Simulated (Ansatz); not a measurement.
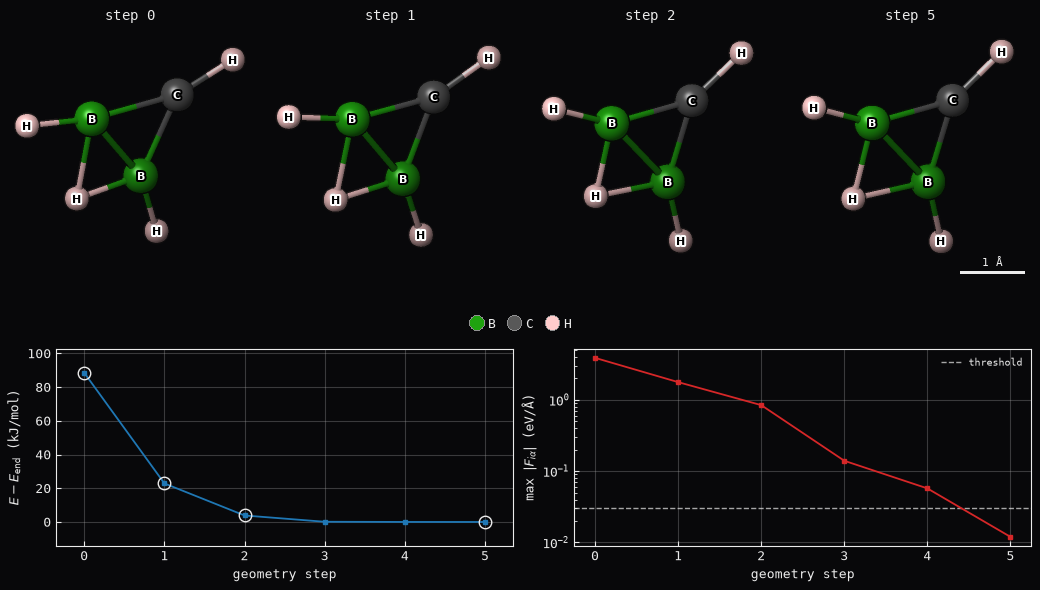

Frames of a relaxation of CH4B2, marked on the history of the run. Style: ball-and-stick. Shown at a tilt.

It is one of the separated reactants of a reaction.

Method: RKS PBE-D4/def2-SVP (Ansatz).

Input
```yaml
crystal:
  periodic: [false, false, false]
  atoms:
    - {symbol: B, position_ang: [0.099782, -0.370957, 0.593397]}
    - {symbol: B, position_ang: [0.254768, 0.709444, -0.572022]}
    - {symbol: C, position_ang: [-0.822837, -0.393731, -0.540164]}
    - {symbol: H, position_ang: [-1.647668, -0.987539, -0.841239]}
    - {symbol: H, position_ang: [0.996440, 1.614459, -0.774950]}
    - {symbol: H, position_ang: [0.931014, 0.421070, 0.658560]}
    - {symbol: H, position_ang: [0.295170, -0.955427, 1.564333]}
basis:
  gaussian: {orbitals: def2-SVP}
hamiltonian: {xc: pbe, dispersion: d4}
relax: {f_tol: 0.03, max_steps: 250}
```

Launched with:
```bash
ansatz run in.yaml --threads 2 --pin off --events-out ev --progress --plain --max-ram 4352MiB
```

Question: Describe the path.

Answer: After 5 geometry steps the energy has fallen by 88.5 kJ/mol. The largest force component goes from 3.9 to 0.012 eV/Å. H5 moves most after the best rigid fit: 0.32 Å. Largest moves by element: H 0.32 Å, B 0.20 Å, C 0.11 Å. Some distances before and after: B1–H6 1.150 → 1.351 Å, B1–B2 1.597 → 1.728 Å, B2–C3 1.542 → 1.450 Å, B2–H6 1.433 → 1.351 Å. Bond angles that change, for instance: B1–B2–H5 134.5° → 155.6°, C3–B2–H5 170.0° → 150.9°, C3–B1–H6 120.7° → 103.7°. Cost: 4.8 s on 2 threads of Intel Xeon Platinum 8488C, on a shared host. From step 0 to 1: H5 moves most (0.16 Å), energy −65.7 kJ/mol. From step 1 to 2: H4 moves most (0.19 Å), energy −19.0 kJ/mol. From step 2 to 5: H6 moves most (0.06 Å), energy −3.85 kJ/mol.

| step | E − E(0), kJ/mol | largest force component, eV/Å |
| --- | --- | --- |
| 0 | 0.00 | 3.8807 |
| 1 | -65.65 | 1.7729 |
| 2 | -84.67 | 0.8433 |
| 3 | -88.41 | 0.1398 |
| 4 | -88.51 | 0.0573 |
| 5 | -88.52 | 0.0120 |
